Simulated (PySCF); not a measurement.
# C₂H₇NOSi: NMR shifts and electronic excitations at several levels of theory, part 2 of 2

PySCF 2.14.0. Atoms count from 0. The steps go on from the part before.

### 8 Nuclear shieldings: PBE0/cc-pVTZ

Job settings and geometry (Å):

```
{"job": {"kind": "nmr", "xc": "PBE0", "basis": "cc-pVTZ", "pop": true}, "charge": 0, "multiplicity": 1}
C     -1.508698    -0.552640     0.587105
O     -1.586536     0.829669     0.319198
C     -0.491522     1.432540    -0.160253
N      0.631508     0.944022    -0.410123
Si     1.770901    -0.330077    -0.478600
H     -0.740601    -0.771037     1.346472
H     -1.270706    -1.123686    -0.324785
H     -2.493403    -0.854585     0.963130
H     -0.731364     2.499153    -0.316160
H      1.283235    -1.690103    -0.062002
H      2.916209     0.024470     0.412069
H      2.259544    -0.443552    -1.885056
```

Method: GIAO PBE0/cc-pVTZ NMR shielding, non-relativistic, gas phase.

What it wrote:

```text
coarse grid: 10288 points
cycle   1  E = -499.5342983728  dE =  4.881e-01  |g| = 6.011e-01  |ddm| = 6.427e+00
cycle   2  E = -499.4528309842  dE =  8.147e-02  |g| = 8.847e-01  |ddm| = 1.727e+00
cycle   3  E = -499.6009893493  dE = -1.482e-01  |g| = 8.682e-02  |ddm| = 1.062e+00
cycle   4  E = -499.6016924658  dE = -7.031e-04  |g| = 6.724e-02  |ddm| = 1.627e-01
cycle   5  E = -499.6025705580  dE = -8.781e-04  |g| = 1.007e-02  |ddm| = 7.723e-02
cycle   6  E = -499.6025875146  dE = -1.696e-05  |g| = 2.883e-03  |ddm| = 1.479e-02
cycle   7  E = -499.6025895990  dE = -2.084e-06  |g| = 5.675e-04  |ddm| = 5.087e-03
final grid: 94152 points
cycle   8  E = -499.6003860101  dE = -5.487e-05  |g| = 1.106e-02  |ddm| = 9.701e-02
cycle   9  E = -499.6003485960  dE =  3.741e-05  |g| = 1.815e-02  |ddm| = 3.309e-02
cycle  10  E = -499.6004065522  dE = -5.796e-05  |g| = 2.627e-03  |ddm| = 2.025e-02
cycle  11  E = -499.6004081209  dE = -1.569e-06  |g| = 3.784e-04  |ddm| = 3.689e-03
cycle  12  E = -499.6004081426  dE = -2.168e-08  |g| = 1.931e-04  |ddm| = 6.302e-04
cycle  13  E = -499.6004081499  dE = -7.273e-09  |g| = 3.294e-05  |ddm| = 2.873e-04
cycle  14  E = -499.6004081501  dE = -2.251e-10  |g| = 5.080e-06  |ddm| = 4.296e-05
converged SCF energy = -499.6004081501

GIAO shielding tensors (ppm)
atom      isotropic    diamagn.    paramagn.     s11        s22        s33       span
  0 C      133.902     247.071    -113.168    108.394    121.074    172.238     63.844
  1 O      142.588     388.830    -246.242    -27.003    225.718    229.049    256.052
  2 C       34.563     252.301    -217.738    -59.975     71.779     91.885    151.860
  3 N       40.600     326.824    -286.225   -131.156    -22.385    275.340    406.496
  4 Si     423.270     886.267    -462.997    382.443    403.972    483.394    100.951
  5 H       27.877      32.016      -4.139     25.201     26.104     32.326      7.125
  6 H       27.886      31.987      -4.101     25.219     26.080     32.359      7.140
  7 H       27.768      29.780      -2.012     24.288     26.681     32.336      8.048
  8 H       23.772      28.011      -4.240     18.789     24.603     27.922      9.133
  9 H       25.788      30.986      -5.198     22.129     25.568     29.667      7.538
 10 H       26.061      29.112      -3.051     23.411     24.510     30.261      6.850
 11 H       26.055      29.047      -2.993     23.344     24.547     30.273      6.929
```

It took 26 s on 1 thread of Arm Neoverse V1, shared host; peak memory 0.94 GiB.

In short: δ C2 152.7, C0 53.4, O1 192.3, N3 226.2, H8 7.52, H9 5.32 ppm (means over like atoms).

### 9 Nuclear shieldings: PBE0/aug-cc-pVDZ

Settings changed since step 8:

```diff
@@ -1,2 +1,2 @@
-{"job": {"kind": "nmr", "xc": "PBE0", "basis": "cc-pVTZ", "pop": true}, "charge": 0, "multiplicity": 1}
+{"job": {"kind": "nmr", "xc": "PBE0", "basis": "aug-cc-pVDZ", "pop": true}, "charge": 0, "multiplicity": 1}
 C     -1.508698    -0.552640     0.587105
```

Level: GIAO PBE0/aug-cc-pVDZ NMR shielding, non-relativistic, gas phase.

What it wrote:

```text
coarse grid: 10288 points
cycle   1  E = -499.4570440219  dE =  5.272e-01  |g| = 5.641e-01  |ddm| = 7.459e+00
cycle   2  E = -499.3766660726  dE =  8.038e-02  |g| = 8.411e-01  |ddm| = 1.824e+00
cycle   3  E = -499.5202576030  dE = -1.436e-01  |g| = 8.313e-02  |ddm| = 1.103e+00
cycle   4  E = -499.5210765858  dE = -8.190e-04  |g| = 6.168e-02  |ddm| = 1.844e-01
cycle   5  E = -499.5218492143  dE = -7.726e-04  |g| = 7.707e-03  |ddm| = 7.350e-02
cycle   6  E = -499.5218611980  dE = -1.198e-05  |g| = 2.102e-03  |ddm| = 1.822e-02
cycle   7  E = -499.5218624265  dE = -1.229e-06  |g| = 5.184e-04  |ddm| = 4.896e-03
final grid: 94152 points
cycle   8  E = -499.5331430934  dE = -2.458e-05  |g| = 9.933e-03  |ddm| = 1.387e-01
cycle   9  E = -499.5331093669  dE =  3.373e-05  |g| = 1.653e-02  |ddm| = 3.762e-02
cycle  10  E = -499.5331621334  dE = -5.277e-05  |g| = 2.462e-03  |ddm| = 2.060e-02
cycle  11  E = -499.5331635879  dE = -1.455e-06  |g| = 2.918e-04  |ddm| = 3.828e-03
cycle  12  E = -499.5331636026  dE = -1.473e-08  |g| = 1.458e-04  |ddm| = 6.551e-04
cycle  13  E = -499.5331636071  dE = -4.433e-09  |g| = 2.931e-05  |ddm| = 2.739e-04
cycle  14  E = -499.5331636072  dE = -1.930e-10  |g| = 4.732e-06  |ddm| = 7.307e-05
converged SCF energy = -499.5331636072

GIAO shielding tensors (ppm)
atom      isotropic    diamagn.    paramagn.     s11        s22        s33       span
  0 C      143.718     198.821     -55.103    119.640    131.080    180.433     60.793
  1 O      157.988     366.191    -208.202      0.631    233.814    239.520    238.889
  2 C       47.070     247.949    -200.878    -44.396     82.230    103.378    147.774
  3 N       56.710     283.667    -226.956   -105.123     -1.465    276.719    381.842
  4 Si     477.815     892.651    -414.836    438.796    459.664    534.985     96.189
  5 H       27.846      26.849       0.997     25.200     26.082     32.255      7.055
  6 H       27.853      26.805       1.048     25.215     26.055     32.288      7.073
  7 H       27.714      32.641      -4.927     24.212     26.694     32.235      8.022
  8 H       23.630      34.573     -10.942     18.780     24.332     27.780      9.000
  9 H       25.755      30.560      -4.805     21.903     25.526     29.836      7.933
 10 H       26.017      27.696      -1.680     23.153     24.527     30.370      7.217
 11 H       26.008      27.617      -1.609     23.081     24.561     30.383      7.302
```

Run time: 17 s. Hardware: 1 thread of Arm Neoverse V1, shared host; peak memory 0.81 GiB.

In short: δ C2 148.0, C0 51.4, O1 177.9, N3 213.1, H8 7.76, H9 5.47 ppm (means over like atoms).

### 10 NMR shieldings: PBE0/IGLO-III

Settings changed since step 9:

```diff
@@ -1,2 +1,2 @@
-{"job": {"kind": "nmr", "xc": "PBE0", "basis": "aug-cc-pVDZ", "pop": true}, "charge": 0, "multiplicity": 1}
+{"job": {"kind": "nmr", "xc": "PBE0", "basis": "IGLO-III", "pop": true}, "charge": 0, "multiplicity": 1}
 C     -1.508698    -0.552640     0.587105
```

With the program's defaults for keys left out, this is: GIAO PBE0/IGLO-III NMR shielding, non-relativistic, gas phase.

What it wrote:

```text
coarse grid: 10288 points
cycle   1  E = -499.5371374496  dE =  4.724e-01  |g| = 6.130e-01  |ddm| = 2.335e+00
cycle   2  E = -499.4519564845  dE =  8.518e-02  |g| = 8.997e-01  |ddm| = 7.889e-01
cycle   3  E = -499.6040565933  dE = -1.521e-01  |g| = 9.043e-02  |ddm| = 5.109e-01
cycle   4  E = -499.6047301202  dE = -6.735e-04  |g| = 7.011e-02  |ddm| = 6.811e-02
cycle   5  E = -499.6056798418  dE = -9.497e-04  |g| = 1.182e-02  |ddm| = 3.372e-02
cycle   6  E = -499.6057022108  dE = -2.237e-05  |g| = 2.659e-03  |ddm| = 6.605e-03
cycle   7  E = -499.6057039376  dE = -1.727e-06  |g| = 6.459e-04  |ddm| = 2.085e-03
final grid: 94152 points
cycle   8  E = -499.6102063793  dE = -7.982e-05  |g| = 1.042e-02  |ddm| = 7.505e-02
cycle   9  E = -499.6101745799  dE =  3.180e-05  |g| = 1.679e-02  |ddm| = 1.281e-02
cycle  10  E = -499.6102243256  dE = -4.975e-05  |g| = 2.651e-03  |ddm| = 7.429e-03
cycle  11  E = -499.6102258711  dE = -1.546e-06  |g| = 4.446e-04  |ddm| = 1.385e-03
cycle  12  E = -499.6102259043  dE = -3.328e-08  |g| = 2.229e-04  |ddm| = 3.087e-04
cycle  13  E = -499.6102259138  dE = -9.460e-09  |g| = 3.817e-05  |ddm| = 1.315e-04
cycle  14  E = -499.6102259141  dE = -2.855e-10  |g| = 6.517e-06  |ddm| = 2.744e-05
converged SCF energy = -499.6102259141

GIAO shielding tensors (ppm)
atom      isotropic    diamagn.    paramagn.     s11        s22        s33       span
  0 C      128.868     252.124    -123.256    102.349    115.429    168.825     66.476
  1 O      135.785     380.954    -245.168    -38.434    221.320    224.470    262.904
  2 C       27.812     252.801    -224.989    -68.930     65.809     86.557    155.487
  3 N       30.046     317.137    -287.091   -141.959    -36.130    268.228    410.188
  4 Si     419.422     892.825    -473.404    379.870    402.851    475.544     95.674
  5 H       27.881      31.669      -3.788     25.214     26.080     32.348      7.134
  6 H       27.890      31.636      -3.746     25.237     26.052     32.379      7.142
  7 H       27.802      28.393      -0.591     24.311     26.794     32.300      7.989
  8 H       23.761      28.305      -4.545     18.849     24.474     27.958      9.109
  9 H       25.741      29.847      -4.106     22.125     25.530     29.567      7.442
 10 H       26.000      28.636      -2.636     23.405     24.504     30.091      6.686
 11 H       25.995      28.610      -2.615     23.332     24.547     30.107      6.775
```

Run time: 25 s. Hardware: 1 thread of Arm Neoverse V1, shared host; peak memory 0.98 GiB.

Key values: δ C2 156.0, C0 54.9, O1 191.4, N3 230.5, H8 7.61, H9 5.46 ppm (means over like atoms).

### 11 Nuclear shieldings: PBE0/pcSseg-0

Settings changed since step 10:

```diff
@@ -1,2 +1,2 @@
-{"job": {"kind": "nmr", "xc": "PBE0", "basis": "IGLO-III", "pop": true}, "charge": 0, "multiplicity": 1}
+{"job": {"kind": "nmr", "xc": "PBE0", "basis": "pcSseg-0", "pop": true}, "charge": 0, "multiplicity": 1}
 C     -1.508698    -0.552640     0.587105
```

Method: GIAO PBE0/pcSseg-0 NMR shielding, non-relativistic, gas phase.

What it wrote:

```text
coarse grid: 10288 points
cycle   1  E = -498.5938109991  dE =  4.975e-01  |g| = 5.434e-01  |ddm| = 3.386e+00
cycle   2  E = -498.5238477309  dE =  6.996e-02  |g| = 8.071e-01  |ddm| = 1.262e+00
cycle   3  E = -498.6538944263  dE = -1.300e-01  |g| = 1.020e-01  |ddm| = 7.705e-01
cycle   4  E = -498.6556825677  dE = -1.788e-03  |g| = 5.148e-02  |ddm| = 1.482e-01
cycle   5  E = -498.6561938432  dE = -5.113e-04  |g| = 6.557e-03  |ddm| = 4.784e-02
cycle   6  E = -498.6562050490  dE = -1.121e-05  |g| = 1.098e-03  |ddm| = 9.332e-03
cycle   7  E = -498.6562053598  dE = -3.108e-07  |g| = 4.272e-04  |ddm| = 2.141e-03
final grid: 94152 points
cycle   8  E = -498.6627680665  dE = -1.809e-05  |g| = 5.528e-03  |ddm| = 2.008e-02
cycle   9  E = -498.6627601015  dE =  7.965e-06  |g| = 8.556e-03  |ddm| = 1.148e-02
cycle  10  E = -498.6627740370  dE = -1.394e-05  |g| = 1.527e-03  |ddm| = 8.000e-03
cycle  11  E = -498.6627745754  dE = -5.384e-07  |g| = 1.783e-04  |ddm| = 1.629e-03
cycle  12  E = -498.6627745805  dE = -5.072e-09  |g| = 8.654e-05  |ddm| = 2.321e-04
cycle  13  E = -498.6627745820  dE = -1.561e-09  |g| = 1.045e-05  |ddm| = 1.007e-04
cycle  14  E = -498.6627745820  dE = -2.251e-11  |g| = 2.918e-06  |ddm| = 1.310e-05
converged SCF energy = -498.6627745820

GIAO shielding tensors (ppm)
atom      isotropic    diamagn.    paramagn.     s11        s22        s33       span
  0 C      136.960     250.617    -113.657    109.573    124.901    176.406     66.833
  1 O      150.440     410.681    -260.241    -29.129    228.982    251.467    280.597
  2 C       36.420     245.011    -208.592    -62.692     72.621     99.330    162.023
  3 N       33.868     347.709    -313.840   -193.776    -13.574    308.955    502.732
  4 Si     450.632     878.742    -428.110    394.539    430.016    527.339    132.800
  5 H       29.192      30.521      -1.329     26.312     27.206     34.058      7.746
  6 H       29.203      30.514      -1.311     26.346     27.148     34.115      7.769
  7 H       28.565      29.367      -0.802     24.419     27.203     34.073      9.654
  8 H       24.987      26.720      -1.732     20.270     24.510     30.182      9.912
  9 H       27.039      29.060      -2.022     22.295     27.034     31.786      9.491
 10 H       27.216      28.415      -1.199     23.245     25.769     32.635      9.390
 11 H       27.191      28.398      -1.207     23.174     25.786     32.614      9.439
```

Run time: 4.7 s. Hardware: 1 thread of Arm Neoverse V1, shared host; peak memory 0.41 GiB.

In short: δ C2 157.1, C0 56.6, O1 187.4, N3 232.1, H8 7.84, H9 5.68 ppm (means over like atoms).

### 12 TDDFT and polarisability: HF/def2-SVPD

Settings changed since step 11:

```diff
@@ -1,2 +1,2 @@
-{"job": {"kind": "nmr", "xc": "PBE0", "basis": "pcSseg-0", "pop": true}, "charge": 0, "multiplicity": 1}
+{"job": {"kind": "uv", "xc": "HF", "basis": "def2-SVPD", "ip": true}, "charge": 0, "multiplicity": 1}
 C     -1.508698    -0.552640     0.587105
```

With the program's defaults for keys left out, this is: TDDFT HF/def2-SVPD, vertical, gas phase, core orbitals frozen in the response.

What it wrote:

```text
final grid: 94152 points
cycle   1  E = -497.7119355571  dE =  6.647e-01  |g| = 5.885e-01  |ddm| = 4.226e+00
cycle   2  E = -497.7906722721  dE = -7.874e-02  |g| = 2.855e-01  |ddm| = 1.031e+00
cycle   3  E = -497.8077723380  dE = -1.710e-02  |g| = 6.584e-02  |ddm| = 5.034e-01
cycle   4  E = -497.8093066557  dE = -1.534e-03  |g| = 1.946e-02  |ddm| = 1.637e-01
cycle   5  E = -497.8094342671  dE = -1.276e-04  |g| = 5.805e-03  |ddm| = 4.853e-02
cycle   6  E = -497.8094568494  dE = -2.258e-05  |g| = 3.404e-03  |ddm| = 1.549e-02
cycle   7  E = -497.8094632685  dE = -6.419e-06  |g| = 1.106e-03  |ddm| = 9.157e-03
cycle   8  E = -497.8094644098  dE = -1.141e-06  |g| = 3.586e-04  |ddm| = 4.549e-03
cycle   9  E = -497.8094645029  dE = -9.314e-08  |g| = 7.228e-05  |ddm| = 1.540e-03
cycle  10  E = -497.8094645074  dE = -4.500e-09  |g| = 2.444e-05  |ddm| = 3.635e-04
cycle  11  E = -497.8094645078  dE = -3.594e-10  |g| = 7.506e-06  |ddm| = 1.084e-04
converged SCF energy = -497.8094645078

Static polarisability (au): isotropic 60.587, principal 48.615 59.240 73.905

Singlet excitations
state   eV       nm        f      main configurations
  1   5.6812    218.2   0.00265   H->L+4 0.71
  2   8.0216    154.6   0.39667   H-1->L+4 0.69
  3   8.1306    152.5   0.02396   H->L 0.47, H->L+3 0.30
  4   8.7472    141.7   0.00052   H-1->L 0.55, H-1->L+3 0.25
  5   8.7589    141.6   0.10107   H->L 0.28, H->L+1 0.23, H->L+3 0.20
  6   9.0734    136.6   0.00661   H->L+5 0.68
  7   9.3713    132.3   0.08862   H->L+2 0.51, H->L+6 0.13, H->L+1 0.13
  8   9.3830    132.1   0.00175   H-1->L+3 0.26, H-1->L 0.21, H-1->L+1 0.17
  9   9.6361    128.7   0.11555   H->L+6 0.60
 10   9.8538    125.8   0.13261   H-1->L+1 0.37, H-1->L+2 0.24, H-3->L 0.12

Triplet excitations (Tamm-Dancoff, eV): 5.0766 5.2154 7.7377 8.1115
Vertical ionisation energy (delta-SCF) = 8.1457 eV
```

Wall time 14 s (1 thread of Arm Neoverse V1, shared host); peak memory 0.73 GiB.

Frontier orbitals and where they lie:

| orbital | eV | atoms |
| --- | --- | --- |
| HOMO−3 | -13.33 | Si4 30 %, H11 18 %, H10 17 % |
| HOMO−2 | -13.15 | Si4 34 %, H9 20 %, N3 13 % |
| HOMO−1 | -11.19 | N3 35 %, O1 19 %, C2 14 % |
| HOMO | -10.62 | N3 53 %, Si4 14 %, C2 10 % |
| LUMO | 2.36 | Si4 33 %, C0 18 %, C2 12 % |
| LUMO+1 | 3.03 | Si4 40 %, C0 11 %, O1 8 % |
| LUMO+2 | 3.29 | C2 24 %, O1 22 %, H8 21 % |

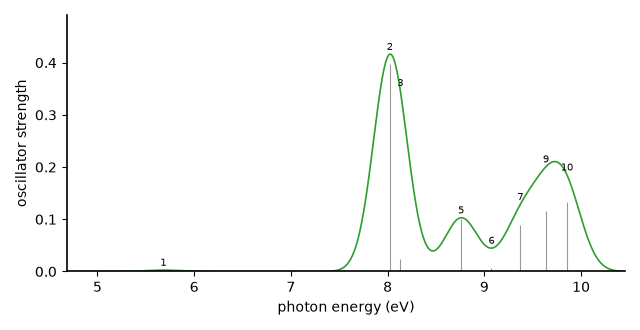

Absorption spectrum from the 10 singlet states computed; above the last one it falls off for lack of states. Lines are broadened to a width of 0.40 eV (Gaussian).

Ground-state properties from the same run:

| property | computed |
| --- | --- |
| dipole moment (D) | 1.64 |
| polarisability (Å³) | 8.98 |
| HOMO–LUMO gap (eV) | 12.98 |
| −ε(HOMO) (eV) | 10.62 |

### 13 Side by side: NMR shifts

Shifts (ppm) of some atoms, chosen among heavy atoms and hydrogens apart, means over like atoms, with basis size and wall time:

| run | C2 | C0 | H8 | H5 | O1 | N3 | Si4 | functions | time |
| --- | --- | --- | --- | --- | --- | --- | --- | --- | --- |
| PBE0/6-31G* | 140.4 | 51.3 | 7.29 | 3.44 | 160.1 | 197.7 | -42.1 | 88 | 6.9 s |
| PBE0/6-311+G(2d,p) | 151.9 | 52.8 | 7.66 | 3.49 | 186.8 | 222.4 | -71.2 | 185 | 16 s |
| PBE0/def2-SVP | 144.2 | 50.7 | 7.02 | 3.32 | 181.3 | 216.6 | -73.4 | 109 | 7.6 s |
| PBE0/def2-TZVP | 153.5 | 53.8 | 7.55 | 3.43 | 192.1 | 228.4 | -72.3 | 203 | 19 s |
| PBE0/cc-pVDZ | 145.1 | 51.4 | 7.34 | 3.39 | 185.7 | 218.1 | -64.1 | 109 | 8.3 s |
| PBE0/cc-pVTZ | 152.7 | 53.4 | 7.52 | 3.45 | 192.3 | 226.2 | -63.3 | 252 | 26 s |
| PBE0/aug-cc-pVDZ | 148.0 | 51.4 | 7.76 | 3.59 | 177.9 | 213.1 | -61.1 | 182 | 17 s |
| PBE0/IGLO-III | 156.0 | 54.9 | 7.61 | 3.52 | 191.4 | 230.5 | -74.1 | 254 | 25 s |
| PBE0/pcSseg-0 | 157.1 | 56.6 | 7.84 | 3.85 | 187.4 | 232.1 | -102.1 | 63 | 4.7 s |

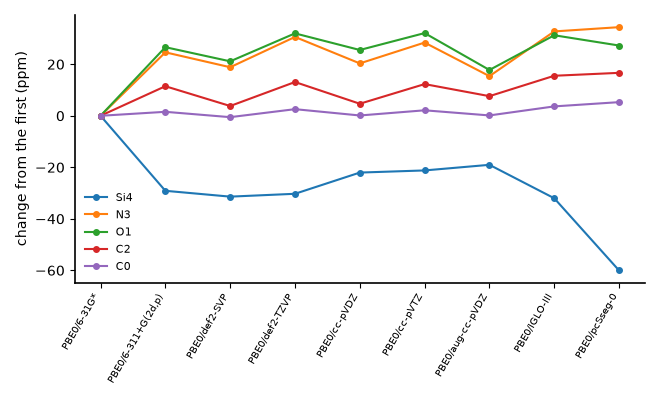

How five of the tabulated atoms move from run to run.

### 14 Results

What follows sums up all 2 parts.

| quantity | value |
| --- | --- |
| rotational constants (main isotopes) | 8.37, 2.39, 1.92 GHz |
| ¹³C shifts against TMS (PBE0/6-31G*) | 140.4, 51.3 ppm |
| ¹H shifts against TMS (PBE0/6-31G*, means over atoms taken as alike) | 7.29, 5.35, 3.44 ppm |
| ¹⁷O shifts against H2O (PBE0/6-31G*) | 160.1 ppm |
| ¹⁵N shifts against NH3 (PBE0/6-31G*) | 197.7 ppm |
| ²⁹Si shifts against TMS (PBE0/6-31G*) | -42.1 ppm |
| lowest singlet (HF/def2-SVPD) | 5.68 eV (218 nm), f = 0.003 |
| brightest single state of those computed | state 2, 8.02 eV, f = 0.397 |
| lowest triplet | 5.08 eV |
| vertical ionisation energy (ΔSCF) | 8.15 eV |
| range of the shift of Si4 | -102.1 to -42.1 ppm |

Single values in the summary come from the first run of each kind that ended normally (PBE0/6-31G*; HF/def2-SVPD), which need not be the best level. Relaxing lowered the energy by 0.235 eV in 8 steps; the close pair that moved most is Si4–H11, from 1.447 to 1.493 Å. At PBE0/6-31G*: The largest span, 387 ppm, is at N3, where the paramagnetic term is -263 ppm. The lowest singlet, at 5.68 eV, is HOMO→LUMO+4 0.71 and is weak; of the 10 states computed, the strongest absorption comes from state 2 at 8.02 eV. The lowest triplet lies 0.60 eV below the lowest singlet (triplets in Tamm-Dancoff, singlets in full TDDFT). At HF/def2-SVPD, the highest states lie near or above the ionisation energy, where they hang on the basis. ΔSCF puts the ionisation energy at 8.15 eV, 2.47 eV below −ε(HOMO). In ppm, Si4 moves most: its shift spreads over 60.1 ppm, from -102.1 (PBE0/pcSseg-0) to -42.1 (PBE0/6-31G*). Most of that comes from the computed reference, not from the atom's own shielding.
